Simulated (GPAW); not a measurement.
**Run report: InNH4O, calculation of the molecule and its ions (part 3 of 3)**

InNH4O, SMILES [NH2][InH][OH]; PBE/dzp, scalar-relativistic datasets (GPAW 26.7.0). The geometry comes from this level: GFN2-xTB.

Geometry of the input (Å):
```
N  -1.0821  0.5851  -1.0206
In 0.2812  0.3473  0.4755
O  1.2593  -1.3091  0.1829
H  -1.1882  -0.3433  -1.4242
H  -2.0025  0.8833  -0.7118
H  0.7309  1.3733  1.7583
H  2.0013  -1.5366  0.7398
```

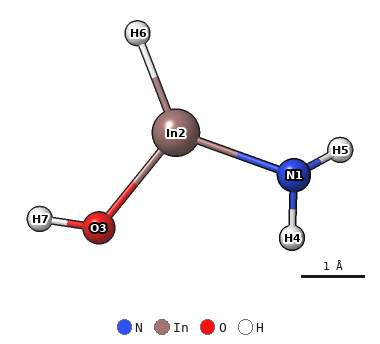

*The structure as given in the input (ball-and-stick view, seen on its broad side; atoms are numbered from 1 in the order of the input). Sticks mark near contacts.*

**Log, continued**
```
  H:
    name:    Hydrogen
    Z:       1.0
    valence: 1
    core:    0
    charge:  0.0  # [|e|]
    file:    H.PBE.gz
    compensation charges:
      type: gauss
      rc: 0.15  # [Å]
      lmax: 2
    cutoffs:
      filter: 0.85  # [Å]
      core: 0.53  # [Å]
    projectors
    | kind |    occ | energy [eV] | rcut [Å] |
    |------|--------|-------------|----------|
    |   1s |  1.000 |      -6.494 |    0.476 |
    |    s |        |      20.717 |    0.476 |
    |    p |        |       0.000 |    0.476 |

    LCAO basis set for H:
      Name: dzp
      File: H.dzp.basis.gz
      Number of radial functions: 3
      Number of spherical harmonics: 5
        l=0, rc=6.4219 Bohr: 1s-sz confined orbital
        l=0, rc=3.6094 Bohr: 1s-dz split-valence wave
        l=1, rc=6.4219 Bohr: p-type Gaussian polarization
      Number of RI-basis functions 0

Reference energy: -163547.954114  # eV

eigensolver:
  <gpaw.new.lcao.eigensolver.LCAOEigensolver object at 0xe1d084b1ccb0>
density mixing:
  MSR1-Mixer
  Pratt-step length: 0.05
  Maximum mixing coefficient: 0.75
  Old densities: 10
  SVD Regularization: 0.005
  Good broyden scale: 1.0
  Trust region scale: 1.0
  Backstep threshold: 4.0
  History deletion threshold: 6.0
  Fourier metric: weight=20.0, sigma=0.015

occupation numbers:
  Fixed magnetic moment: 1.000
  # Zero width

FastPoissonSolver using
    Stencil: 6*3+1=19 point O(h^6) finite-difference Laplacian
    FFT axes: []
    FST axes: [np.int64(1), np.int64(2), np.int64(0)]

xc functional:
  name: PBE with 2 nearest neighbor stencil
interpolation: tri-quintic # 5. degree polynomial

Initialization done in: 3.804 s

convergence criteria:
- Maximum [total energy] change in last 3 cyles: 0.0005 eV / valence electron
- Maximum integral of absolute [dens]ity change: 0.0001 electrons / valence electron
- Maximum integral of absolute [eigenst]ate change: 4e-08 eV^2 / valence electron
maximum number of iterations: 100

SCF iterations
|iter     |     time |      energy | eigst |  dens |  magmom |
|---------|----------|-------------|-------|-------|---------|
|iter:   1| 00:00:11 |  -25.949085 |      c|       |  +1.0034|
|iter:   2| 00:00:11 |  -23.798017 |      c| -0.63 |  +1.0032|
|iter:   3| 00:00:12 |  -20.895684 |      c| -0.68 |  +1.0017|
|iter:   4| 00:00:13 |  -21.048420 |      c| -0.89 |  +1.0012|
|iter:   5| 00:00:13 |  -19.722119 |      c| -0.85 |  +1.0012|
|iter:   6| 00:00:14 |  -19.918227 |      c| -1.02 |  +1.0003|
|iter:   7| 00:00:15 |  -19.472789 |      c| -0.98 |  +1.0005|
|iter:   8| 00:00:16 |  -19.531196 |      c| -1.43 |  +1.0003|
|iter:   9| 00:00:16 |  -19.510920 |      c| -1.38 |  +1.0001|
|iter:  10| 00:00:17 |  -19.514100 |      c| -1.61 |  +1.0001|
|iter:  11| 00:00:18 |  -19.510172c|      c| -1.65 |  +1.0001|
|iter:  12| 00:00:19 |  -19.508544c|      c| -1.82 |  +1.0000|
|iter:  13| 00:00:20 |  -19.508877c|      c| -1.99 |  +1.0001|
|iter:  14| 00:00:20 |  -19.508040c|      c| -2.01 |  +1.0000|
|iter:  15| 00:00:21 |  -19.508290c|      c| -2.29 |  +1.0000|
|iter:  16| 00:00:22 |  -19.508267c|      c| -2.09 |  +1.0001|
|iter:  17| 00:00:23 |  -19.508795c|      c| -2.23 |  +1.0001|
|iter:  18| 00:00:23 |  -19.508297c|      c| -2.28 |  +1.0001|
|iter:  19| 00:00:24 |  -19.508357c|      c| -2.93 |  +1.0001|
|iter:  20| 00:00:25 |  -19.508377c|      c| -3.26 |  +1.0001|
|iter:  21| 00:00:26 |  -19.508380c|      c| -3.48 |  +1.0001|
|iter:  22| 00:00:27 |  -19.508380c|      c| -3.97 |  +1.0001|
|iter:  23| 00:00:27 |  -19.508380c|      c| -4.31c|  +1.0001|

Converged in 23 steps
SCF loop duration: 16.913 s (0.735 s/step)
Energy contributions relative to reference atoms: (reference = -163547.954114)

Energy contributions:
  Kinetic:          34.192286
  Coulomb:         -32.771942
  Zero:              1.089621
  External:          0.000000
  Xc:              -22.018345
  Entropy:           0.000000
  Spinorbit:         0.000000
  ----------------------------
  Free energy:     -19.508380
  Extrapolated:    -19.508380

dipole moment: (6.343520, 6.219830, 6.109703)  # |e|*Ang

Total magnetic moment: (0.000000, 0.000000, 1.000061)

Local magnetic moments
|        x |        y |         z |
|----------|----------|-----------|
| 0.000000 | 0.000000 |  0.229554 |  # N    0
| 0.000000 | 0.000000 |  0.004786 |  # In   1
| 0.000000 | 0.000000 |  0.190004 |  # O    2
| 0.000000 | 0.000000 | -0.003224 |  # H    3
| 0.000000 | 0.000000 | -0.001568 |  # H    4
| 0.000000 | 0.000000 |  0.019207 |  # H    5
| 0.000000 | 0.000000 | -0.000543 |  # H    6

Fermi levels: -9.888, -12.587
Eigenvalues  # (at kpt = [0.000, 0.000, 0.000])
| band index |      eig [eV] | occ [0-1] |      eig [eV] | occ [0-1] |
|------------|---------------|-----------|---------------|-----------|
|          0 |       -30.534 |     1.000 |       -30.108 |     1.000 |
|        ... |               |           |               |           |
|          6 |       -24.986 |     1.000 |       -24.902 |     1.000 |
|          7 |       -18.671 |     1.000 |       -18.435 |     1.000 |
|          8 |       -17.936 |     1.000 |       -17.756 |     1.000 |
|          9 |       -16.123 |     1.000 |       -15.881 |     1.000 |
|         10 |       -14.770 |     1.000 |       -14.421 |     1.000 |
|         11 |       -14.198 |     1.000 |       -12.909 |     1.000 |
|         12 |       -13.605 |     1.000 |       -12.715 |     1.000 |
|         13 |       -12.932 |     1.000 |       -12.460 |     0.000 |
|         14 |        -7.317 |     0.000 |        -7.110 |     0.000 |
|         15 |        -6.903 |     0.000 |        -6.779 |     0.000 |
|         16 |        -4.993 |     0.000 |        -4.921 |     0.000 |
|         17 |        -3.606 |     0.000 |        -3.456 |     0.000 |
|         18 |        -2.227 |     0.000 |        -2.119 |     0.000 |
|         19 |        -1.921 |     0.000 |        -1.859 |     0.000 |
|         20 |        -1.448 |     0.000 |        -1.352 |     0.000 |

Gap: 5.143 eV
Transition (v -> c):
  (s=1, k=0, n=13, [0.00, 0.00, 0.00]) -> (s=0, k=0, n=14, [0.00, 0.00, 0.00])
No difference between direct/indirect transitions
vacuum-level: 0.000  # V
oxidised      -19.50838 eV
Vertical IP             9.160 eV
```

**Summary**

| quantity | value |
| --- | --- |
| outcome | converged |
| ionisation energy | 9.16 eV |
| hardware | 1 thread of Arm Neoverse V2, 24 GiB of memory available, shared host |
| wall time | 28 s |
| peak memory | 0.78 GiB |

**Remarks**

On so coarse a grid the energy depends on the position of the molecule, which gives spurious forces.
